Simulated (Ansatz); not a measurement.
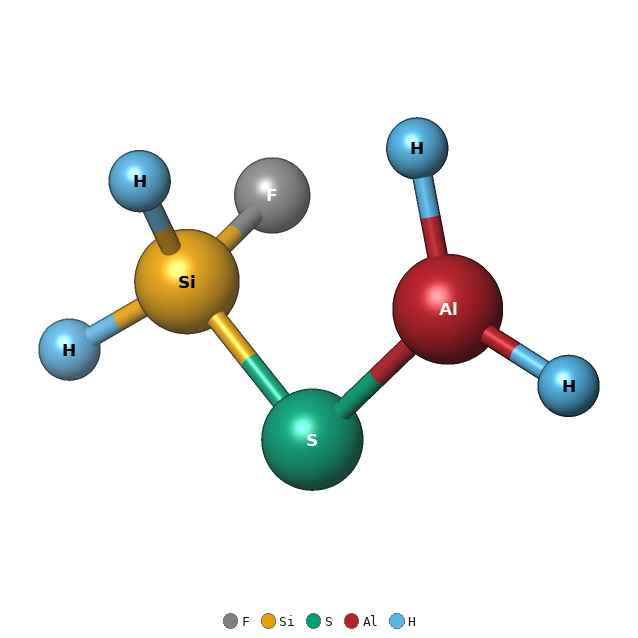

Ball-and-stick drawing of a structure. Every bond is drawn as one stick, whatever its order.

**Count the atoms of each element.**

AlFH4SSi, 8 atoms: 1 aluminium, 1 fluorine, 4 hydrogen, 1 sulfur and 1 silicon.

**How many bonds of each kind are drawn?**

2 Si–H, 2 Al–H, 1 F–Si, 1 S–Si, 1 Al–S.

**How many sets of symmetry-equivalent atoms are there?**

8: 1 F, 1 Si, 1 S, 1 Al, 1 H, 1 H, 1 H, 1 H.

The parts below concern this one geometry. Atoms keep their numbers from picture to picture. The computed structure is the end point of a PBE0-D4/def2-TZVP optimisation.

**Geometry**

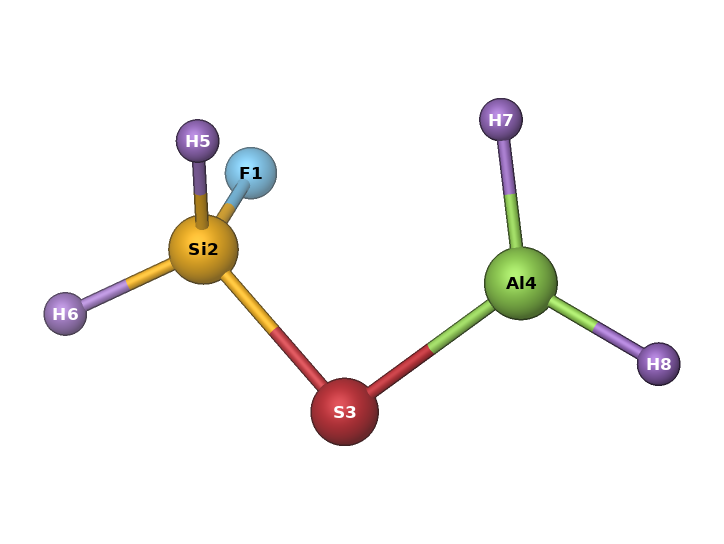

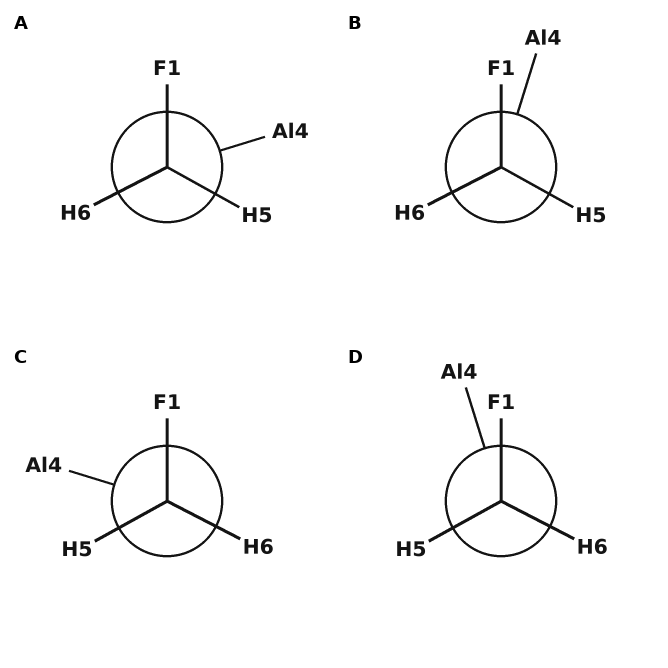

Atoms fade into the background with distance from the viewer. Bonds that would overlap in a projection are set slightly apart.

**Which Newman projection shows the view along Si2–S3, with Si2 in front?**

A. The torsion angle F1–Si2–S3–Al4 is 73°, synclinal (gauche).

**Vibrations**

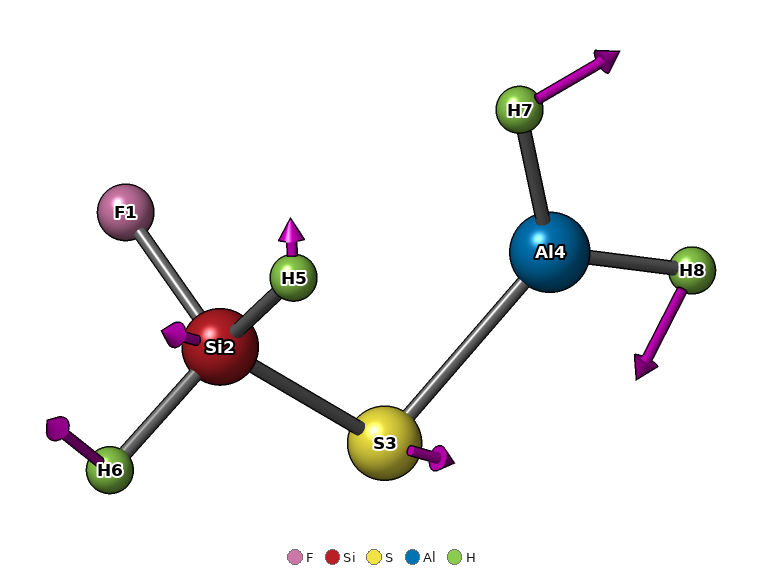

The arrows show one normal mode. Harmonic vibrations computed with RKS PBE0-D4/def2-TZVP (Ansatz 0.2.0) at a stationary point of the same level.

**At what wavenumber does it lie?**

539 cm⁻¹; it is mode 7 of 18 counted from the lowest.

**Dipole moment**

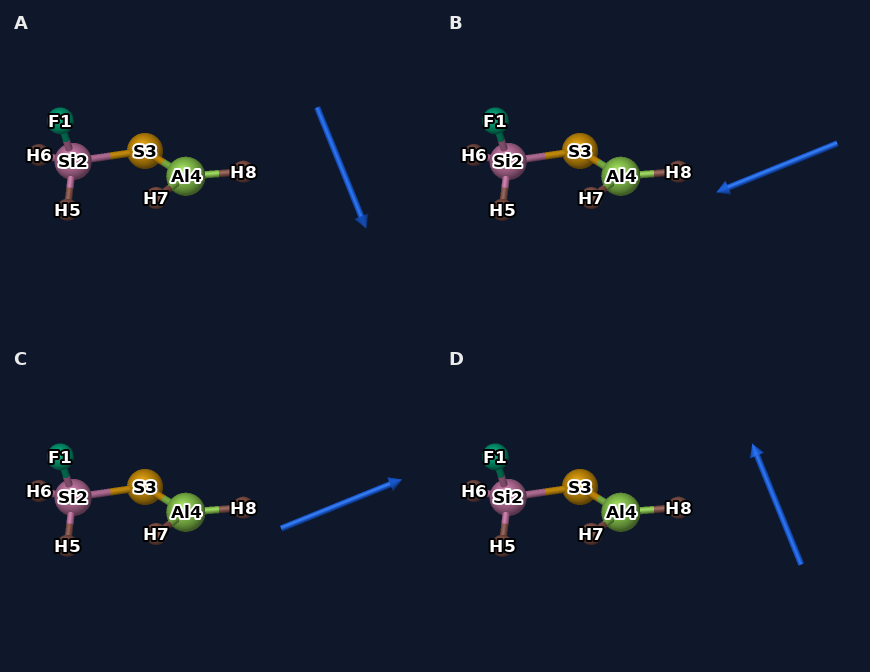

The same molecule four times, each with an arrow. Properties computed with RKS PBE0-D4/def2-TZVP (Ansatz 0.2.0).

**Which arrow points along the dipole moment, from the negative to the positive end?**

A. The dipole moment is 1.24 D; it points from the side of F1 to the side of H8 (the outermost atoms at the two ends).

**Charges**

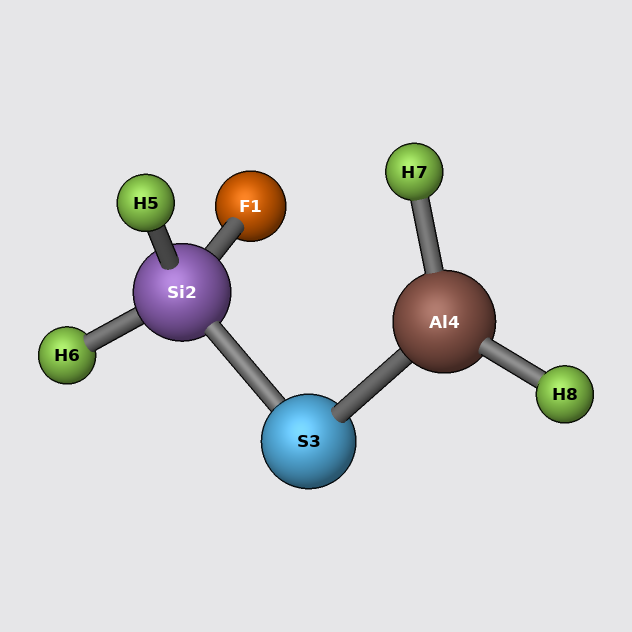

The questions are on Mulliken charges. Method: RKS ωB97M-V/def2-TZVPP (Ansatz 0.2.0).

List the Mulliken charges.

| atom | value (e) |
| --- | --- |
| F1 | −0.31 |
| Si2 | 0.47 |
| S3 | −0.28 |
| Al4 | 0.38 |
| H5 | −0.03 |
| H6 | −0.03 |
| H7 | −0.10 |
| H8 | −0.10 |

Mulliken values depend strongly on the basis set and can even reverse the polarity of a bond.
